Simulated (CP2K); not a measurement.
# Two attempts at CH5BOSi (SMILES O=CB[SiH3])

Wanted: energy and forces of CH5BOSi, GFN0-xTB.

The calculation is run with CP2K 2026.2.

6 further runs of the same task are left out: 1 that didn't finish, 5 set aside as unsound or not needed.

**1. The molecule**

CH5BOSi: 9 atoms, total charge 0, spin state singlet. SMILES: `O=CB[SiH3]`. The shape is that of a PBE0-D4/def2-TZVP optimisation. This is one conformer, not always the lowest.

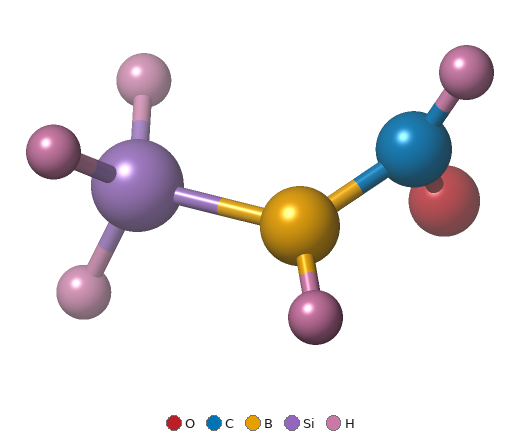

The structure, seen from a chosen angle (oxygen red, carbon blue, boron amber, silicon purple, hydrogen pink).

**2. The input as first written**

molecule.inp reads:

```
&FORCE_EVAL
    METHOD Quickstep
    &DFT
        # Quickstep
        &QS
            METHOD XTB
            EPS_DEFAULT 1.0E-10
            &XTB
                GFN_TYPE 0
                CHECK_ATOMIC_CHARGES F
            &END XTB
        &END QS
        # cluster boundary conditions
        &POISSON
            PERIODIC NONE
            POISSON_SOLVER ANALYTIC
        &END POISSON
        &SCF
            SCF_GUESS ATOMIC
            EPS_SCF 1.0E-06
            MAX_SCF 61
            ADDED_MOS 2
            &DIAGONALIZATION
                ALGORITHM STANDARD
            &END DIAGONALIZATION
            &MIXING
                METHOD DIRECT_P_MIXING
                ALPHA 0.4
            &END MIXING
            &SMEAR ON
                METHOD FERMI_DIRAC
                ELECTRONIC_TEMPERATURE [K] 300
            &END SMEAR
        &END SCF
        &PRINT
            &MOMENTS
                PERIODIC F
                REFERENCE COM
                MAX_MOMENT 1
            &END MOMENTS
            &MO ON
                ENERGIES T
                OCCUPATION_NUMBERS T
                NDIGITS 6
                &EACH
                    QS_SCF 0
                &END EACH
                ADD_LAST NUMERIC
            &END MO
            &HIRSHFELD OFF
            &END HIRSHFELD
        &END PRINT
    &END DFT
    &SUBSYS
        &CELL
            ABC 17.4 19 21.4
            PERIODIC NONE
        &END CELL
        &COORD
            O      2.003110     3.138079    -1.676943
            C      0.723576     1.557323    -2.773551
            B     -1.039160     0.895352    -0.570886
            Si    -0.064062    -1.695084     2.029377
            H      1.055790     1.056168    -4.769480
            H     -2.889202     2.171862    -0.345631
            H     -1.906923    -3.819514     1.813570
            H      2.519005    -2.726119     1.621952
            H     -0.235082    -0.665562     4.639278
        &END COORD
        &TOPOLOGY
            &CENTER_COORDINATES
            &END CENTER_COORDINATES
        &END TOPOLOGY
    &END SUBSYS
    # extra output
    &PRINT
        &FORCES ON
        &END FORCES
    &END PRINT
&END FORCE_EVAL
&GLOBAL
    PROJECT_NAME molecule
    RUN_TYPE ENERGY_FORCE
    PRINT_LEVEL MEDIUM
&END GLOBAL
```

On the command line:

```console
OMP_NUM_THREADS=1 cp2k.psmp molecule.inp > molecule.out
```

Output:

```text
CP2K| version string:                                       CP2K version 2026.2
[...]
 GLOBAL| Method name                                                        CP2K
[...]
 GLOBAL| Run type                                                   ENERGY_FORCE
[...]
                             - Atoms:                                          9
[...]
                             - Spherical basis functions:                     31
[...]
 Number of electrons:                                                         22
[...]
  Fermi energy:                                                -0.42315120601954
[...]
 TB_DIPOLE| Moment [Debye]         -9.32598455     -28.52088610      15.34514973
 TB_DIPOLE| Derivative [a.u.]       0.00000000       0.00000000       0.00000000
[...]
 ENERGY| Total FORCE_EVAL ( QS ) energy [hartree]            -10.741409856501749
 FORCES| Atomic forces [hartree/bohr]
 FORCES|   Atom     x               y               z               |f|
 FORCES|      1 -1.03213075E-03 -2.87277323E-05  2.91483439E-03   3.09230961E-03
 FORCES|      2 -6.03704957E-03 -1.56095524E-02 -2.37722418E-02   2.90727291E-02
 FORCES|      3 -1.74608226E-03  1.62100327E-02 -8.06142144E-03   1.81879213E-02
 FORCES|      4  4.67766974E-03 -1.63894855E-02  1.53924605E-02   2.29657064E-02
 FORCES|      5 -2.89292717E-03  9.04131996E-03  2.89646010E-02   3.04805283E-02
 FORCES|      6  1.11519703E-02 -8.59278024E-03 -9.63380133E-04   1.41113577E-02
 FORCES|      7  1.54503331E-02  1.68958380E-02  2.42002934E-03   2.30225689E-02
 FORCES|      8 -2.12490278E-02  7.79414808E-03  4.17370870E-03   2.30149902E-02
 FORCES|      9  1.67724445E-03 -9.32079286E-03 -2.10685905E-02   2.30992605E-02
 FORCES| Sum     1.58293517E-17 -6.93889390E-18  2.77555756E-17
 FORCES| Total atomic force                                       3.26969204E-17
[...]
```

Wall time 0.2 s (1 thread of Arm Neoverse V2, shared host).

**3. Diagnosis**

The program ended normally, but the settings are unsound, so its numbers aren't properties of the molecule.

What is wrong: numbers in bohr are read as ångström, which stretches the molecule by 1.89. As the program read them, the closest atoms are 2.08 Å apart, against 1.10 Å in the sound input.

**4. The mended input**

molecule.inp reads:

```
&GLOBAL
    PROJECT molecule
    RUN_TYPE ENERGY_FORCE
    PRINT_LEVEL MEDIUM
&END GLOBAL

&FORCE_EVAL
    METHOD Quickstep
    &DFT
        CHARGE 0
        MULTIPLICITY 1
        &QS
            METHOD XTB
            EPS_DEFAULT 1.0E-10
            &XTB
                GFN_TYPE 0
                CHECK_ATOMIC_CHARGES F
            &END XTB
        &END QS
        ! no periodic images
        &POISSON
            PERIODIC NONE
            POISSON_SOLVER ANALYTIC
        &END POISSON
        ! self-consistent field
        &SCF
            SCF_GUESS ATOMIC
            EPS_SCF 1.0E-06
            MAX_SCF 150
            ADDED_MOS 2
            &DIAGONALIZATION
                ALGORITHM STANDARD
            &END DIAGONALIZATION
            &MIXING
                METHOD DIRECT_P_MIXING
                ALPHA 0.4
            &END MIXING
            &SMEAR ON
                METHOD FERMI_DIRAC
                ELECTRONIC_TEMPERATURE [K] 300
            &END SMEAR
        &END SCF
        &PRINT
            &MOMENTS
                PERIODIC F
                REFERENCE COM
                MAX_MOMENT 1
            &END MOMENTS
            &MO ON
                ENERGIES T
                OCCUPATION_NUMBERS T
                NDIGITS 6
                &EACH
                    QS_SCF 0
                &END EACH
                ADD_LAST NUMERIC
            &END MO
            &HIRSHFELD OFF
            &END HIRSHFELD
        &END PRINT
    &END DFT
    ! structure
    &SUBSYS
        ! vacuum box
        &CELL
            ABC [angstrom] 14.9 15.7 17
            PERIODIC NONE
        &END CELL
        &COORD
            UNIT bohr
            O      2.0031097     3.1380792    -1.6769430
            C      0.7235761     1.5573233    -2.7735510
            B     -1.0391604     0.8953522    -0.5708863
            Si    -0.0640617    -1.6950843     2.0293769
            H      1.0557900     1.0561679    -4.7694798
            H     -2.8892023     2.1718622    -0.3456309
            H     -1.9069226    -3.8195144     1.8135702
            H      2.5190049    -2.7261189     1.6219519
            H     -0.2350819    -0.6655615     4.6392776
        &END COORD
        &TOPOLOGY
            &CENTER_COORDINATES
            &END CENTER_COORDINATES
        &END TOPOLOGY
    &END SUBSYS
    ! extra output
    &PRINT
        &FORCES ON
        &END FORCES
    &END PRINT
&END FORCE_EVAL
```

On the command line:

```console
OMP_NUM_THREADS=1 cp2k.psmp -i molecule.inp -o molecule.out
```

Output:

```text
CP2K| version string:                                       CP2K version 2026.2
[...]
 GLOBAL| Method name                                                        CP2K
[...]
 GLOBAL| Run type                                                   ENERGY_FORCE
[...]
                             - Atoms:                                          9
[...]
                             - Spherical basis functions:                     31
[...]
 Number of electrons:                                                         22
[...]
  Fermi energy:                                                -0.31807495395234
[...]
 TB_DIPOLE| Moment [Debye]         -1.44841373      -0.58517836      -1.41961975
 TB_DIPOLE| Derivative [a.u.]       0.00000000       0.00000000       0.00000000
[...]
 ENERGY| Total FORCE_EVAL ( QS ) energy [hartree]            -11.235015430365443
 FORCES| Atomic forces [hartree/bohr]
 FORCES|   Atom     x               y               z               |f|
 FORCES|      1  3.27671938E-02  2.34376890E-02 -9.46696792E-03   4.13840275E-02
 FORCES|      2 -1.02797330E-02 -1.29949506E-03  1.51877984E-02   1.83856144E-02
 FORCES|      3 -1.96172085E-02 -2.53505872E-02  2.48193860E-04   3.20554011E-02
 FORCES|      4 -4.91127663E-03  7.15843066E-03 -7.48563830E-03   1.14629206E-02
 FORCES|      5 -1.50289534E-03 -3.10142506E-03 -4.53303038E-05   3.44667763E-03
 FORCES|      6  2.83658959E-03 -3.85532628E-03  3.07341153E-03   5.68820180E-03
 FORCES|      7  7.37557860E-03  5.90771560E-03  2.53360992E-03   9.78363136E-03
 FORCES|      8 -8.28179865E-03  2.29144150E-03  3.25772006E-03   9.18975696E-03
 FORCES|      9  1.61355017E-03 -5.18844316E-03 -7.30279725E-03   9.10243562E-03
 FORCES| Sum     5.96311195E-17 -1.73472348E-18  9.54097912E-18
 FORCES| Total atomic force                                       6.04144847E-17
[...]
```

Run time: 0.22 s. Hardware: 1 thread of Arm Neoverse V2, shared host.

**5. What came out**

At GFN0-xTB:

```
                                 quantity         value
                             total energy  -11.23502 Eh
dipole moment (from atomic charges alone)        2.11 D
                              HOMO energy     -10.30 eV
                              LUMO energy      -7.76 eV
                            HOMO–LUMO gap       2.54 eV
                        dispersion energy  -5.80 kJ/mol
                 largest force on an atom    2.128 eV/Å
```

The first attempt's energy was +13.432 eV off this one. The dipole comes from point charges on the atoms alone, without atomic dipoles, so it is partial. The largest force is 2.13 eV/Å: the shape isn't a stationary point for this species at this level.
